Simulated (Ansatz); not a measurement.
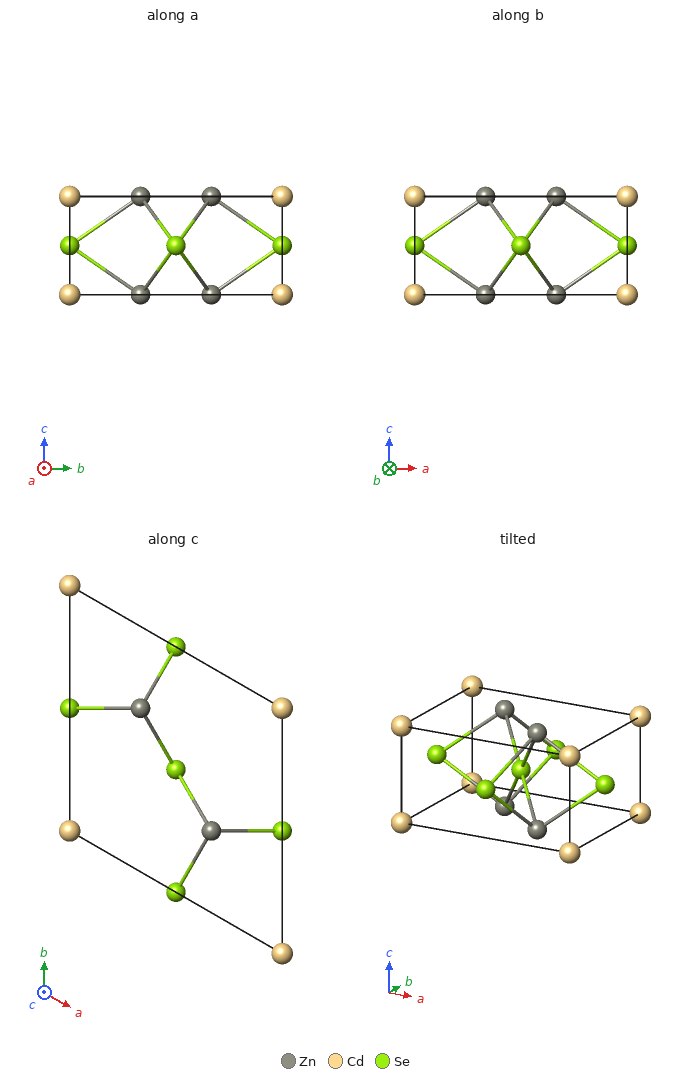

Crystal structure, ball-and-stick style, seen along the a axis, along the b axis, along the c axis and slightly off an axis. One conventional unit cell is framed, with atoms on its boundary repeated.

Lattice parameters: a = 7.560 Å, b = 7.560 Å, c = 3.025 Å, α = 90.00°, β = 90.00°, γ = 120.00°. Put a along x and b in the xy plane.

Question: Transcribe the picture into a POSCAR file.

Answer:
```
Zn Cd Se
1.0
     7.560    0.000    0.000
    -3.780    6.547    0.000
     0.000    0.000    3.025
Zn Cd Se
2 1 3
Direct
  0.6667 0.3333 0.0000
  0.3333 0.6667 0.0000
  0.0000 0.0000 0.0000
  0.0000 0.5000 0.5000
  0.5000 0.5000 0.5000
  0.5000 0.0000 0.5000
```

The structure comes from a structure type filled with these elements by a generator (whether the compound takes this form wasn't checked). Earlier steps of the study, as a rule a relaxation of our own, may have changed the cell and positions, so they can lie some per cent off the listed ones. It went into a calculation with Ansatz.
